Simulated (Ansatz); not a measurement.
# SnH3O3 radical: trial inputs and their diagnosis

Aim: try 4 inputs for SnH3O3 radical as typed, read how each ends, and find what has to change.

Program: Ansatz 0.2.0, Gaussian basis. Level of theory: the settings change from run to run. These are calculated values, not measurements.

1 further run of the same task is left out (for a known fault of the program).

## (1) The molecule

An earlier PBE0-D4 in a triple-zeta def2 set relaxation fixed the geometry. Sn takes a core potential in def2 sets; no spin-orbit term is included.

7 atoms, charge 0, spin multiplicity 2.

Atoms are counted from 1 here; the program's logs count them from 0.

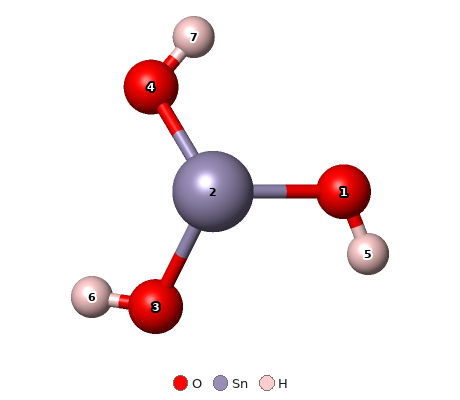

The geometry (oxygen red, tin purple, hydrogen pink); atoms are numbered from 1 in the order of the file.

## (2) Try 1

in.yaml

```yaml
crystal:
  periodic: [false, false, false]
  atoms:
    - {symbol: O, position_ang: [-1.479613, 0.928925, -0.360814]}
    - {symbol: Sn, position_ang: [-0.400392, -0.642127, 0.085775]}
    - {symbol: O, position_ang: [0.595650, -0.073286, 1.717717]}
    - {symbol: O, position_ang: [0.876249, -0.794148, -1.317190]}
    - {symbol: H, position_ang: [-1.702168, 1.490343, 0.393856]}
    - {symbol: H, position_ang: [1.504776, -0.502975, 1.730668]}
    - {symbol: H, position_ang: [0.598914, -0.445889, -2.177155]}
basis:
  gaussian: {orbitals: STO-3G, fitting: {mean_field: cc-pVTZ-jkfit}}
magnetization: {spin_polarized: true, initial_magnetization: 1}
hamiltonian: {xc: {name: BHLYP}}
```

Started as:

```
> ansatz run in.yaml --threads 4 --pin off --events-out ev --progress --plain --max-ram 10444MiB
```

The log of the run:

```text
Functional definition: BHLYP
  name "BHLYP"
  cite "Becke, J. Chem. Phys. 98, 1372 (1993) doi:10.1063/1.464304"
  cite "Becke, Phys. Rev. A 38, 3098 (1988) doi:10.1103/PhysRevA.38.3098"
  cite "Lee, Yang & Parr, Phys. Rev. B 37, 785 (1988) doi:10.1103/PhysRevB.37.785"
  parameter a = 0.5
  exchange = (1 - a)*b88_x + a*exact_x
  correlation = lyp_c
Error: <dir> the basis set cc-pVTZ-JKFIT has no functions for Sn
```

Wall time 0.1 s (4 threads of Intel Xeon Platinum 8488C, shared host).

Diagnosis: The program refused the input. The fitting set named has no entry for an element of this molecule. Cure: leave the fitting key out, or name a set that covers all elements and suits the basis. Its coordinates are also moved off the relaxed structure.

## (3) Try 2

in.yaml

```yaml
crystal:
  periodic: [false, false, false]
  atoms:
    - {symbol: O, position_ang: [-3.237616, 2.144322, -0.825515]}
    - {symbol: Sn, position_ang: [-0.899636, -1.364345, 0.195826]}
    - {symbol: O, position_ang: [1.356777, -0.296998, 3.743880]}
    - {symbol: O, position_ang: [2.027228, -1.792572, -2.976935]}
    - {symbol: H, position_ang: [-3.760190, 3.294053, 0.874214]}
    - {symbol: H, position_ang: [3.321908, -1.085774, 3.719393]}
    - {symbol: H, position_ang: [1.326166, -1.048502, -4.831404]}
basis:
  gaussian: {orbitals: def2-TZVPP, point_charges: [{charge: -1.00, position_ang: [5.056, -0.987, -0.364]}]}
magnetization: {spin_polarized: true, initial_magnetization: 1}
hamiltonian: {xc: {name: LC-wPBE}}
```

Same command.

The log of the run, shortened:

```text
Functional definition: LC-wPBE
  name "LC-wPBE"
  cite "Vydrov & Scuseria, J. Chem. Phys. 125, 234109 (2006) doi:10.1063/1.2409292"
  cite "Heyd & Scuseria, J. Chem. Phys. 120, 7274 (2004) doi:10.1063/1.1668634"
  cite "Ernzerhof & Perdew, J. Chem. Phys. 109, 3313 (1998) doi:10.1063/1.476928"
  cite "Perdew, Burke & Ernzerhof, Phys. Rev. Lett. 77, 3865 (1996) doi:10.1103/PhysRevLett.77.3865"
  parent pbe
[...]
1018 factors; their error is unknown
321 factors; integrals over basis functions are off by at most 8.2e-5 eV
[...]
mean field -11999.63034103 eV, -440.9782813912 hartree, gradient 2.7e-6 eV, S^2 5.262509; 10 other end points of the search recorded, 0 dependent functions left out
reference -11999.63034105 eV, -440.9782813919 hartree; 25, 24 occupied and 160, 161 virtual orbitals, 1018 factors
Total energy: -11999.63034105 eV, -440.9782813919 hartree
```

It took 39 s on 4 threads of Intel Xeon Platinum 8488C, shared host; peak memory 0.47 GiB.

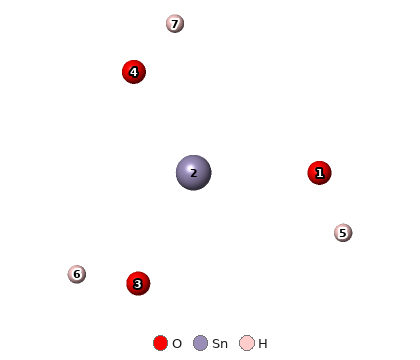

The geometry of this input.

What is wrong: The run converged, but a converged run isn't a right one. The geometry is stretched to more than twice its size. The shortest distance is 2.12 Å (O1–H5), against 0.96 Å in the relaxed molecule. Its energy is no property of the relaxed molecule. Fix: use the relaxed coordinates, and remove the point charge.

## (4) Try 3

in.yaml

```yaml
crystal:
  periodic: [false, false, false]
  atoms:
    - {symbol: O, position_ang: [-1.471644, 0.974692, -0.375234]}
    - {symbol: Sn, position_ang: [-0.408925, -0.620157, 0.089012]}
    - {symbol: O, position_ang: [0.616717, -0.134999, 1.701764]}
    - {symbol: O, position_ang: [0.921467, -0.814805, -1.353152]}
    - {symbol: H, position_ang: [-1.709177, 1.497297, 0.397370]}
    - {symbol: H, position_ang: [1.509958, -0.493534, 1.690633]}
    - {symbol: H, position_ang: [0.602803, -0.476592, -2.196093]}
basis:
  gaussian: {orbitals: "6-311G**"}
total_charge: -1
hamiltonian: {xc: {name: r2SCAN50}}
output: {forces: true}
```

The command is unchanged.

The log of the run:

```text
Error: <dir> can't be read: No such file or directory (os error 2)
```

It took 0.05 s on 4 threads of Intel Xeon Platinum 8488C, shared host.

Diagnosis: The program refused the input before any cycle. The line that matters: «<dir> can't be read: No such file or directory (os error 2)» The program finds no basis under the name given. Fix: choose a basis that the program's library holds for every element. The input also asks for charge -1 and multiplicity 1, not those of the species named; set them back first.

## (5) Try 4

in.yaml

```yaml
crystal:
  periodic: [false, false, false]
  atoms:
    - {symbol: O, position_ang: [-1.471644, 0.974692, -0.375234]}
    - {symbol: Sn, position_ang: [-0.408925, -0.620157, 0.089012]}
    - {symbol: O, position_ang: [0.616717, -0.134999, 1.701764]}
    - {symbol: O, position_ang: [0.921467, -0.814805, -1.353152]}
    - {symbol: H, position_ang: [-1.709177, 1.497297, 0.397370]}
    - {symbol: H, position_ang: [1.509958, -0.493534, 1.690633]}
    - {symbol: H, position_ang: [0.602803, -0.476592, -2.196093]}
basis:
  gaussian: {orbitals: def2-SVP, final_grid: {core_spheres: 1, valence_spheres: 1, degree: 5}}
total_charge: -1
hamiltonian: {xc: {name: r2SCAN}}
output: {forces: true}
```

Same command.

The log of the run, shortened:

```text
Functional definition: r2SCAN
  name "r2SCAN"
  cite "Furness, Kaplan, Ning, Perdew & Sun, J. Phys. Chem. Lett. 11, 8208 (2020) doi:10.1021/acs.jpclett.0c02405"
  cite "Furness, Kaplan, Ning, Perdew & Sun, J. Phys. Chem. Lett. 11, 9248 (2020) doi:10.1021/acs.jpclett.0c03077"
  parent r2scan
[...]
894 factors; their error is unknown
[...]
mean field -11998.52388862 eV, -440.9376200152 hartree, gradient 4.2e-5 eV, S^2 0.000000; 0 other end points of the search recorded, 0 dependent functions left out
[...]
reference -11998.52394281 eV, -440.9376220066 hartree; 25, 25 occupied and 58, 58 virtual orbitals, 894 factors
Total energy: -11998.52394281 eV, -440.9376220066 hartree
Atom 0 at    -1.471644     0.974692    -0.375234 Å, force     1.115353    -3.639301     8.150278 eV/Å
Atom 1 at    -0.408925    -0.620157     0.089012 Å, force    -7.942105    10.529603    -3.397806 eV/Å
Atom 2 at     0.616717    -0.134999     1.701764 Å, force     9.478682    -5.359393    -9.568038 eV/Å
Atom 3 at     0.921467    -0.814805    -1.353152 Å, force    -2.725793     2.830112     2.975190 eV/Å
Atom 4 at    -1.709177     1.497297     0.397370 Å, force     2.657469    -5.229478    -6.160465 eV/Å
Atom 5 at     1.509958    -0.493534     1.690633 Å, force    -5.811386     2.699076     1.375555 eV/Å
Atom 6 at     0.602803    -0.476592    -2.196093 Å, force     3.227780    -1.830619     6.625286 eV/Å
Dipole moment:    -0.065850    -0.066957    -0.144845 e Å
```

Run time: 0.8 s. Hardware: 4 threads of Intel Xeon Platinum 8488C, shared host.

What is wrong: It ended without an error, which proves nothing about the input. The integration grid is far too coarse. It also asks for charge -1 and multiplicity 1, another species or state than the molecule above. Its energy carries the error of the grid. Cure: drop final_grid and take the default grid, and set charge and spin to those of the species named.

## (6) Summary

```csv
try,level,ended,cause,time
1,BHLYP/STO-3G,refused,the fitting set named has no entry for an element of this molecule,0.1 s
2,LC-wPBE/def2-TZVPP,converged,the geometry is stretched to more than twice its size,39 s
3,r2SCAN50/6-311G**,refused,the program finds no basis under the name given,0.05 s
4,r2SCAN/def2-SVP,converged,the integration grid is far too coarse,0.8 s
```

2 refused, 2 converged. A refusal costs next to no computing time. The dangerous case is the input that converges on a wrong geometry, charge, spin, basis or grid: often only a look at the input shows it.
